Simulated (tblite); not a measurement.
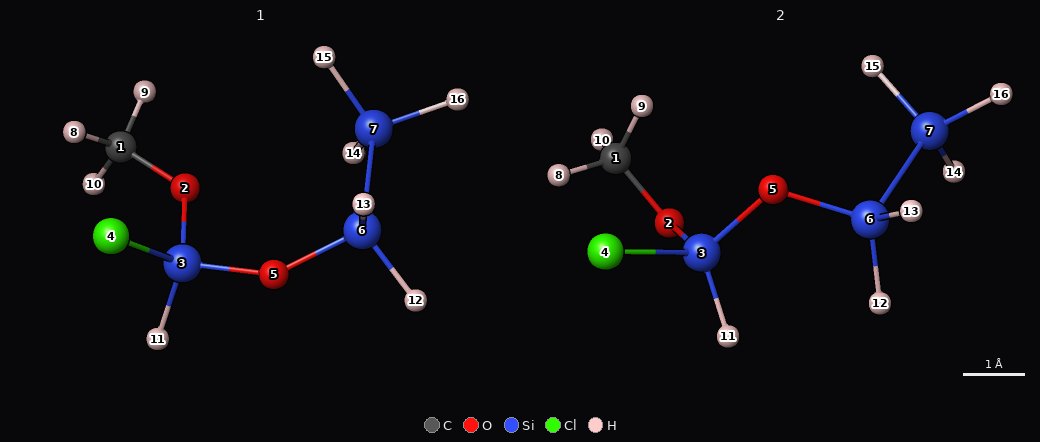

Two geometries of CH9ClO2Si3, drawn at one scale. One is the start of a relaxation, the other its converged end. Style: ball-and-stick. Shown from a free direction.

These are results of GFN2-xTB geometry optimisation, gas phase (tblite), not measurements. 

> Which of the two is the end point?

Structure 1 is the relaxed one. The atom that moves furthest after the best rigid fit is O5 (1.46 Å). Largest moves by element: O 1.46 Å, H 1.37 Å, Si 0.60 Å, Cl 0.53 Å, C 0.48 Å. Some distances before and after: Si3–O5 1.704 → 1.598 Å, O2–Si3 1.716 → 1.618 Å, Si3–Cl4 2.100 → 2.005 Å, Si6–Si7 2.240 → 2.303 Å. Bond angles that change, for instance: Si3–O5–Si6 115.8° → 145.2°, C1–O2–Si3 112.4° → 128.8°, O5–Si6–H12 114.7° → 99.9°. Groups turn about O5–Si6 by about 135°, Si3–O5 by about 120°, C1–O2 by about 110°. Over 197 geometry steps the energy falls by 23.9 kcal/mol.
